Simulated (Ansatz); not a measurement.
## TePtSe monolayer, Janus: modes against uniaxial strain along a, the zigzag direction, with the width clamped

Aim: how do the optical modes of TePtSe monolayer, Janus shift and split under this strain?

Method: DFT PBEsol, scalar-relativistic, plane waves, PAW; PAW set soft_1, in Ansatz 0.2.0.

### 1. Starting point

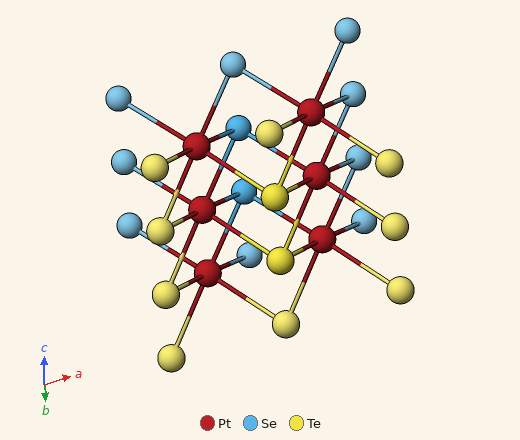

Start, viewed from a free direction; platinum red, selenium blue, tellurium yellow. 1×2×1 cells are drawn. Some periodic images of atoms are drawn too.

The cell holds 3 atoms: 1 Pt, 1 Se and 1 Te. Its edges and angles: a = 3.650 Å, b = 3.650 Å, c = 30.000 Å, α = 90.0°, β = 90.0°, γ = 120.0°. Vacuum lies along c. The height across the vacuum is the one that the program set for its solve, not the one typed.

### 2. A rough relaxation first

The start is far from rest, so a relaxation with loose tolerances brings it close first. The program lengthens the typed cell of 20.0 Å along the normal to 30.0 Å, as its cut-off of the electrostatics needs, and moves no atom.

input.yaml reads:

```yaml
crystal:
  lattice:
    - [3.65, 0.0, 0.0]
    - [-1.825, 3.16099, 0.0]
    - [0.0, 0.0, 20.0]
  atoms:
    - { symbol: Pt, position: [0.0, 0.0, 0.5] }
    - { symbol: Se, position: [0.333333, 0.666667, 0.575] }
    - { symbol: Te, position: [0.666667, 0.333333, 0.42] }
  periodic: [true, true, false]
kpoints:
  mp_grid: { grid: [6, 6, 1] }
hamiltonian:
  xc: pbesol
  pseudopotentials: { kind: paw, azcp: { folder: soft_1 }, xc_functional: pbe }
scf:
  occupations: { method: gaussian, width: 0.1 }
output:
  forces: true
  stress: true
  eigenvalues: true
relax:
  adjacent_minimum: "off"
  f_tol: 0.05
  max_steps: 80
  cell: { stress_2d_tol: 0.02 }
```

Started as:

```bash
$ ansatz run input.yaml --threads 4 --pin off --max-ram 16384MiB --backend cpu --events-out ev --progress --plain --runs-dir out
```

Numbers of over 12 decimals in the logs are rounded to 6 here.

What it wrote:

```text
[...]
F+E_penalty+E_count = -24712.13943234 eV   max|allowed force component| = 9.839e-3 eV/Å   (the final SCF, on the basis selected at the relaxed cell)
  cell:  # Å, volume = 383.9628 Å³
    - [3.844312, 0, 0]
    - [-1.922156, 3.329272, 0]
    - [0, 0, 30.0]
  atoms:
    - { symbol: Pt, position: [0, 0, 0.333603] }
    - { symbol: Se, position: [0.333333, 0.666667, 0.375930] }
    - { symbol: Te, position: [0.666667, 0.333333, 0.287134] }
[key lines of the parts left out:]
SCF converged after 10 iterations
Free energy (F): -24712.139432 eV
Fermi energy:    -4.746230 eV
P = ½ c Tr σ = -0.0005 N/m
```

Elapsed: 19 s, on 4 threads of Arm Neoverse V1, shared host; peak memory 0.69 GiB.

Relaxation path:

| step | energy less that of the first step (eV) | largest force component (eV/Å) | volume (Å³) |
| --- | --- | --- | --- |
| 1 | 0.0000 | 1.2748 | 346.13 |
| 2 | -0.1682 | 0.6970 | 356.28 |
| 3 | -0.2879 | 0.1080 | 374.82 |
| 4 | -0.2978 | 0.0485 | 383.35 |
| 5 | -0.2979 | 0.0098 | 383.96 |
| 6* | -0.2998 | 0.0098 | 383.96 |

Relaxation steps marked * repeat the geometry before them on a plane-wave basis chosen anew for their cell, so energy and pressure can jump there.

The run keeps the 6 symmetry operations that it works with, so distortions that break them were not tested.

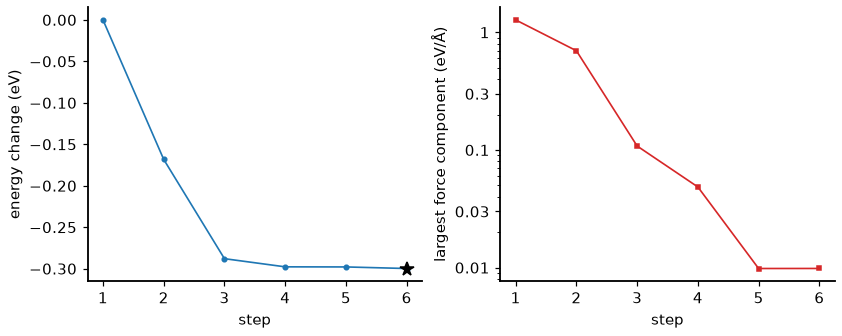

Energy and largest force along the relaxation. Stars mark steps on a basis chosen anew.

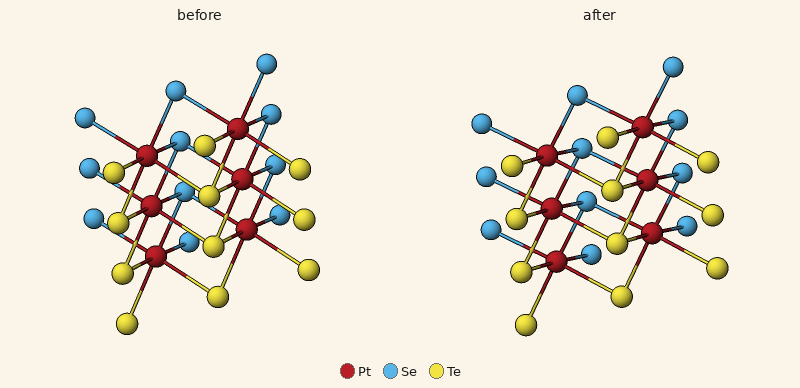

The structure before and after the relaxation, drawn at the same scale.

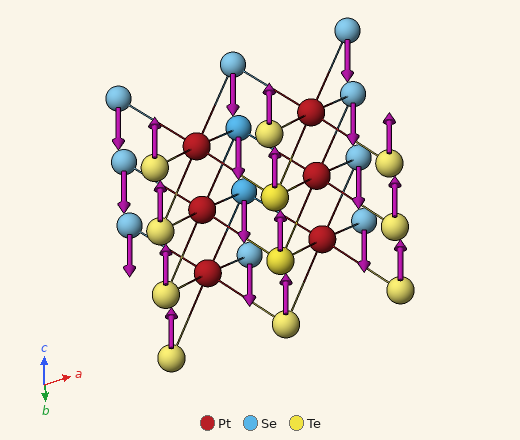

Displacements in the relaxation, exaggerated, measured against the changing cell; the longest in the cell stands for 0.22 Å. 1×2×1 cells are drawn. Some periodic images of atoms are drawn too.

| cell as run | before | after | change |
| --- | --- | --- | --- |
| a (Å) | 3.650 | 3.844 | +5.3 % |
| b (Å) | 3.650 | 3.844 | +5.3 % |

The atoms that moved most (Å, along periodic axes as changes of fractional coordinates times the final cell, across vacuum about the mean position):

| atom | dx | dy | dz | length |
| --- | --- | --- | --- | --- |
| Se2 | 0.000 | 0.000 | -0.222 | 0.222 |
| Te3 | 0.000 | 0.000 | 0.214 | 0.214 |
| Pt1 | 0.000 | 0.000 | 0.008 | 0.008 |

The relaxed structure:

```xyz
3
Lattice="3.8443 0.0000 0.0000 -1.9222 3.3293 0.0000 0.0000 0.0000 30.0000" Properties=species:S:1:pos:R:3
Pt    0.0000    0.0000   10.0081
Se    0.0000    2.2195   11.2779
Te    1.9222    1.1098    8.6140
```

A gap read on the k-mesh alone can miss the band edges.

Numbers from this step:

```yaml
gap_on_the_k_mesh: 1.037 eV
area_per_atom: 4.266 Å²
```

The relaxation ends with a largest force component of 0.0098 eV/Å.

### 3. Relaxation

The cell and atoms are relaxed, since residual forces and stress would shift the frequencies.

input.yaml reads:

```yaml
crystal:
  lattice:
    - [3.8443121682, 0.0, 0.0]
    - [-1.9221560841, 3.3292719977, 0.0]
    - [0.0, 0.0, 30.0]
  atoms:
    - { symbol: Pt, position: [0.0, 0.0, 0.3336032442] }
    - { symbol: Se, position: [0.3333333333, 0.6666666667, 0.3759298565] }
    - { symbol: Te, position: [0.6666666667, 0.3333333333, 0.2871335659] }
  periodic: [true, true, false]
kpoints:
  mp_grid: { grid: [9, 9, 1] }
hamiltonian:
  xc: pbesol
  pseudopotentials: { kind: paw, azcp: { folder: soft_1 }, xc_functional: pbe }
scf:
  occupations: { method: gaussian, width: 0.02 }
output:
  forces: true
  stress: true
  eigenvalues: true
  write_density: true
  write_potential: true
  elf: true
  volumetric_format: npy
relax:
  adjacent_minimum: "off"
  f_tol: 0.005
  max_steps: 80
  cell: { stress_2d_tol: 0.02 }
```

What it wrote:

```text
[...]
Crystal: 3 atoms, lattice volume = 383.963 Å³
Basis set: ecut = 420 eV, 7493 PW (Γ), exchange–correlation on 54×54×432 points (8 copies of the dense FFT grid, shifted against one another)
Bands: 30, of which v1, the nominal top of the filled ones, is band 25 counted from 1 (24 counted from 0)
Symmetry: 6 space group operations
[...]
k-points: 12 of 81 (time reversal used)
[...]
SCF iter   1: F=—  HF=-24712.899366 eV  |F-HF|=—  |Δ(HF+E_count)|=         —  Δρ=2.96e-2  dr2=3.91e0  ethr=3.10e-3  ⟨swp⟩=15.9  Hψ=2577  notcnv=0
[...]
SCF iter  11: F=-24712.143058 eV  HF=-24712.143058 eV  |F-HF|=8.08e-10  |Δ(HF+E_count)|=   2.73e-8  Δρ=7.06e-7  dr2=7.19e-9  ethr=2.00e-10  ⟨swp⟩=30.3  Hψ=3812  notcnv=0
SCF 1 converged in 11 iterations: F = -24712.143058 eV  dr2 = 7.19e-9
[...]
relax step   1: F+E_penalty+E_count = -24712.14305780 eV  Δ(F+E_penalty+E_count) = +0.000e0 eV  max|allowed force component| = 1.684e-2 eV/Å  Δτ_max = 0.0000 Å  P = -0.040 N/m  Ω = 383.963 Å³  fix = [c, alpha, beta]  reactions: c -0.000 N/m  (11 SCF iters, dr2 threshold 1.00e-7 eV, accepted)
Crystal: 3 atoms, lattice volume = 383.153 Å³
[...]
SCF iter   7: F=-24712.143074 eV  HF=-24712.143074 eV  |F-HF|=7.02e-10  |Δ(HF+E_count)|=   2.72e-8  Δρ=1.13e-6  dr2=6.22e-9  ethr=3.54e-11  ⟨swp⟩=17.2  Hψ=3356  notcnv=0
SCF 2 converged in 7 iterations: F = -24712.143074 eV  dr2 = 6.22e-9
relax step   2: F+E_penalty+E_count = -24712.14307443 eV  Δ(F+E_penalty+E_count) = -1.662e-5 eV  max|allowed force component| = 3.795e-2 eV/Å  Δτ_max = 0.0070 Å  P = -0.093 N/m  Ω = 383.153 Å³  energy of the carried Pulay correction = +3.985e-5 eV  fix = [c, alpha, beta]  (7 SCF iters, dr2 threshold 1.77e-8 eV, rejected (line search))
Crystal: 3 atoms, lattice volume = 383.362 Å³
[...]
SCF iter  10: F=-24712.143174 eV  HF=-24712.143174 eV  |F-HF|=2.55e-11  |Δ(HF+E_count)|=  5.46e-11  Δρ=6.36e-9  dr2=1.47e-13  ethr=1.00e-12  ⟨swp⟩=11.1  Hψ=2228  notcnv=0
SCF 3 converged in 10 iterations: F = -24712.143174 eV  dr2 = 1.47e-13
relax step   3: F+E_penalty+E_count = -24712.14317448 eV  Δ(F+E_penalty+E_count) = -1.167e-4 eV  max|allowed force component| = 3.727e-3 eV/Å  Δτ_max = 0.0035 Å  P = -0.026 N/m  Ω = 383.362 Å³  energy of the carried Pulay correction = +2.955e-5 eV  fix = [c, alpha, beta]  reactions: c -0.000 N/m  (10 SCF iters, accepted)
[...]
relax step   4: F+E_penalty+E_count = -24712.14318343 eV  Δ(F+E_penalty+E_count) = -8.958e-6 eV  max|allowed force component| = 2.084e-3 eV/Å  Δτ_max = 0.0002 Å  P = -0.008 N/m  Ω = 383.247 Å³  energy of the carried Pulay correction = +3.521e-5 eV  fix = [c, alpha, beta]  reactions: c -0.000 N/m  (6 SCF iters, dr2 threshold 1.05e-9 eV, accepted)
[...]
SCF iter   1: F=—  HF=-24712.143055 eV  |F-HF|=—  |Δ(HF+E_count)|=         —  Δρ=2.43e-6  dr2=1.37e-8  ethr=5.43e-7  ⟨swp⟩=6.5  Hψ=4129  notcnv=0
eigensolver tolerance schedule: the retry pair's looser diagonalisation over-reported the residual by 19810.70 of it (diagonalisation noise at an unbounded share of the residual, at the tolerance the schedule requests for it); recorded, not acted on — ethr = c·dr2/N_el stays at c = 1.0e-1
SCF iter   2: F=—  HF=-24712.143150 eV  |F-HF|=—  |Δ(HF+E_count)|=   9.51e-5  Δρ=1.47e-6  dr2=1.17e-8  ethr=2.74e-11  ⟨swp⟩=6.3  Hψ=1375  notcnv=0
[...]
SCF iter   8: F=-24712.143150 eV  HF=-24712.143150 eV  |F-HF|=1.27e-10  |Δ(HF+E_count)|=  1.82e-11  Δρ=5.51e-9  dr2=8.83e-14  ethr=1.00e-12  ⟨swp⟩=11.6  Hψ=2193  notcnv=0
SCF 5 converged in 8 iterations: F = -24712.143150 eV  dr2 = 8.83e-14
relax step   5: F+E_penalty+E_count = -24712.14315005 eV  Δ(F+E_penalty+E_count) = +3.338e-5 eV  max|allowed force component| = 2.069e-3 eV/Å  Δτ_max = 0.0000 Å  P = -0.008 N/m  Ω = 383.247 Å³  fix = [c, alpha, beta]  reactions: c -0.000 N/m  stress off target by 8.31e-3 N/m on what of the cell is left free  SCF on the basis re-selected at this cell (its energy is not comparable with the rows above)  (8 SCF iters)
basis re-selected at this cell: Δ(F+E_penalty+E_count) = +3.338e-5 eV, ΔP = +0.000 N/m vs the last step (what re-selecting the basis moved, of the pressure what is left beyond the Pulay correction that the steps carried, after the strain that the cell walked since its last selection, with what the two solves' SCF thresholds leave and, on support functions, any second-order correction that the steps lacked; it is no m [...]
WARN: The output density's exchange-correlation potential varies sharply where the density is thin. Do not read a vacuum level from v_tot or v_xc, or from such a field of the output density. On a cell that repeats whose density bears no net charge and no dipole along the vacuum's axis use v_es (v_loc + v_h of the components); under efield.dipole_correction with no amplitude use v_es + v_field, which holds any externa [...]
SCF converged after 8 iterations
Free energy (F): -24712.143150 eV
[...]
Internal energy: -24712.143150 eV  (E = F + TS)
E sigma→0 (E₀):  -24712.143150 eV
Fermi energy:    -4.730393 eV
[...]
--- Forces (eV/Å), atoms counted from 1 ---
  atom   1  Pt     0.00000000     0.00000000     0.00109186
  atom   2  Se     0.00000000     0.00000000    -0.00206905
  atom   3  Te    -0.00000000    -0.00000000     0.00097722
  max |Σ_I F_I| component: 3.28e-8 eV/Å
--- 2D stress c σ (N/m, compression-positive) ---
       -0.008308      -0.000000      -0.000000
       -0.000000      -0.008308      -0.000000
       -0.000000      -0.000000      -0.000000
  P = ½ c Tr σ = -0.0083 N/m
--- Band table (eV; the first three rows and the last of 12) ---
  k-point 0: bands = [... 21 lower, -6.9552, -5.8385, -5.2420, -5.2420, -2.4357, -2.4357, -1.3511 (-1.3513°), -0.3729, ... 1 higher]
  k-point 1: bands = [... 21 lower, -7.2188, -5.7493, -5.4351, -5.3086, -3.3213, -2.6471, -0.9481 (-0.9487°), -0.0480, ... 1 higher]
  k-point 2: bands = [... 21 lower, -7.7125, -6.0672, -5.6647, -5.4479, -4.2165, -2.8793, -0.3561 (-0.3564°), -0.2673, ... 1 higher]
  k-point 11: bands = [... 21 lower, -8.2692, -7.5965, -6.7067, -6.5275, -4.2188, -3.4372, -0.1463, 1.6203, ... 1 higher]
  ° read free of the cell's end (the report's vacuum.weakly_bound_levels)
--- Relaxed structure (4 steps of the walk, 3 accepted, 1 SCFs on fresh bases) ---
[...]
cell:  # Å, volume = 383.2468 Å³
    - [3.840726, 0.0, 0]
    - [-1.920363, 3.326166, 0]
    - [0, 0, 30.0]
  atoms:
    - { symbol: Pt, position: [0, 0, 0.333606] }
    - { symbol: Se, position: [0.333333, 0.666667, 0.376049] }
    - { symbol: Te, position: [0.666667, 0.333333, 0.287012] }
```

The job ended after 28 s (4 threads; peak memory 0.74 GiB).

Little changed from the start: no atom moved by 0.005 Å and no cell edge by 0.1 %.

This step gave:

| Item | Value |
| --- | --- |
| gap on the k-mesh | 1.023 eV |
| area per atom | 4.258 Å² |

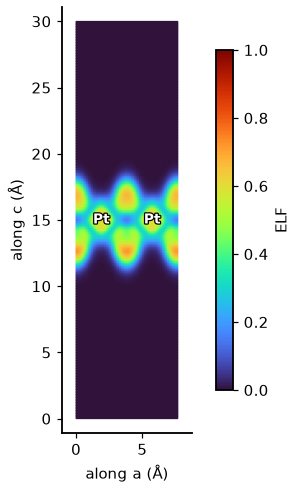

ELF in the ac plane at fractional y = 0.000, with atoms of Pt within 0.2 Å of it. It is the smooth field of the valence electrons, not physical close to the nuclei. The map starts off the cell's origin, so that atoms lie inside it.

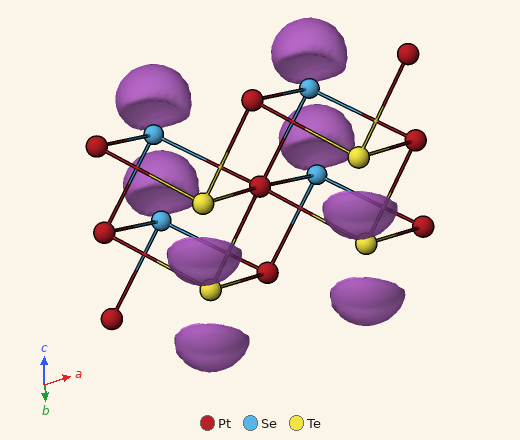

Surface of ELF = 0.81. 2×2×1 cells are drawn.

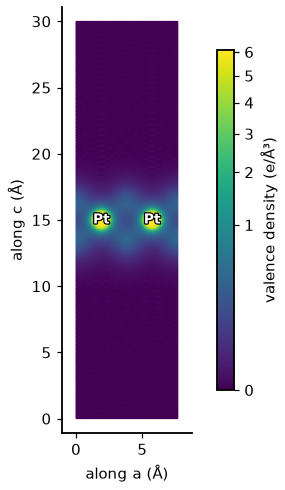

Valence density in the ac plane at fractional y = 0.000, with atoms of Pt within 0.2 Å of it. It is the smooth field of the valence electrons, not physical close to the nuclei. The map starts off the cell's origin, so that atoms lie inside it. The colour scale is stretched toward low values.

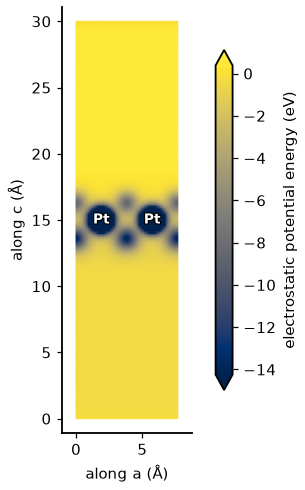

Electrostatic potential energy in the ac plane at fractional y = 0.000, with atoms of Pt within 0.2 Å of it. With pseudopotentials it is smooth inside the atoms' cores, unlike the true potential. The map starts off the cell's origin, so that atoms lie inside it.

### 4. Tight relaxation

Phonons need small forces and stress, so the relaxation is finished with tight tolerances on 9×9×1 k points.

input.yaml, the sections that differ from step 3:

```yaml
crystal:
  lattice:
    - [3.8407261054, 0.0, 0.0]
    - [-1.9203630527, 3.3261663763, 0.0]
    - [0.0, 0.0, 30.0]
  atoms:
    - { symbol: Pt, position: [0.0, 0.0, 0.3336055549] }
    - { symbol: Se, position: [0.3333333333, 0.6666666667, 0.3760494036] }
    - { symbol: Te, position: [0.6666666667, 0.3333333333, 0.2870117081] }
  periodic: [true, true, false]
scf:
  occupations: { method: fixed }
relax:
  adjacent_minimum: "off"
  f_tol: 0.001
  max_steps: 60
  cell: { stress_2d_tol: 0.002 }
# kpoints, hamiltonian, output: as in step 3
```

What it wrote:

```text
[...]
Crystal: 3 atoms, lattice volume = 383.247 Å³
Basis set: ecut = 420 eV, 7493 PW (Γ), exchange–correlation on 54×54×432 points (8 copies of the dense FFT grid, shifted against one another)
Bands: 30, of which v1, the nominal top of the filled ones, is band 25 counted from 1 (24 counted from 0)
Symmetry: 6 space group operations
[...]
k-points: 12 of 81 (time reversal used)
[...]
° read free of the cell's end (the report's vacuum.weakly_bound_levels)
--- Relaxed structure (3 steps of the walk, 2 accepted, 1 SCFs on fresh bases) ---
[...]
cell:  # Å, volume = 383.2187 Å³
    - [3.840585, 0.0, 0]
    - [-1.920292, 3.326044, 0]
    - [0, 0, 30.0]
  atoms:
    - { symbol: Pt, position: [0, 0, 0.333607] }
    - { symbol: Se, position: [0.333333, 0.666667, 0.376047] }
    - { symbol: Te, position: [0.666667, 0.333333, 0.287013] }
[key lines of the parts left out:]
SCF converged after 10 iterations
Free energy (F): -24712.143151 eV
Fermi energy:    -5.241826 eV
P = ½ c Tr σ = -0.0011 N/m
```

Wall time 25 s (4 threads); peak memory 0.73 GiB.

Little changed from the start: no atom moved by 0.005 Å and no cell edge by 0.1 %.

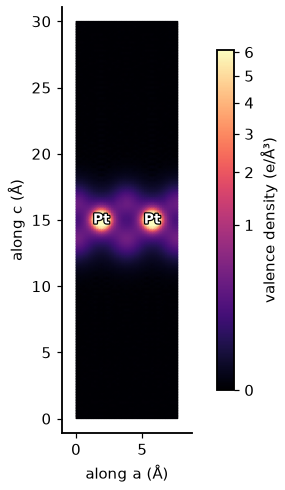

Valence density in the ac plane at fractional y = 0.000, with atoms of Pt within 0.2 Å of it. It is the smooth field of the valence electrons, not physical close to the nuclei. The map starts off the cell's origin, so that atoms lie inside it. The colour scale is stretched toward low values.

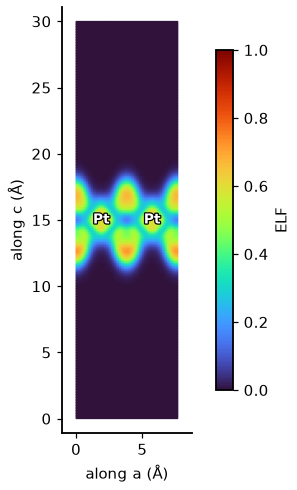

ELF in the ac plane at fractional y = 0.000, with atoms of Pt within 0.2 Å of it. It is the smooth field of the valence electrons, not physical close to the nuclei. The map starts off the cell's origin, so that atoms lie inside it.

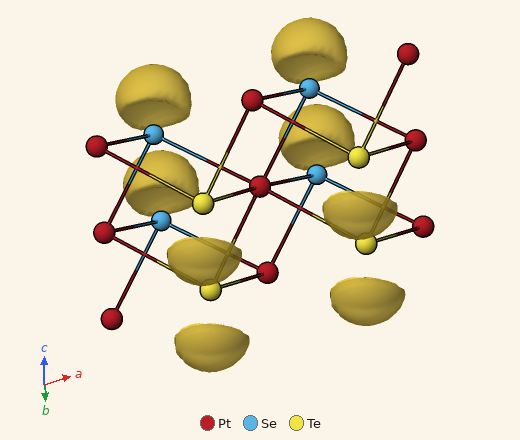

Surface of ELF = 0.81. 2×2×1 cells are drawn.

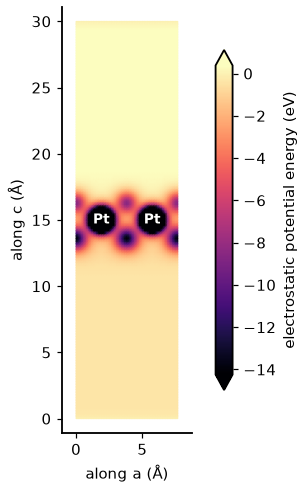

Electrostatic potential energy in the ac plane at fractional y = 0.000, with atoms of Pt within 0.2 Å of it. With pseudopotentials it is smooth inside the atoms' cores, unlike the true potential. The map starts off the cell's origin, so that atoms lie inside it.

The largest force component left is 0.17 meV/Å, within the tolerances set.

(Continued in part 2 of 2.)

[Logs are printed without paths, hosts, clocks, repeated set-up lines and the standing remarks that a program may print on its own settings, such as how far it seeks lower states.]

[Hosts, paths, dates, database ids (printed as entryN), source tags and the programs' standing remarks are cut or masked in the printed files.]
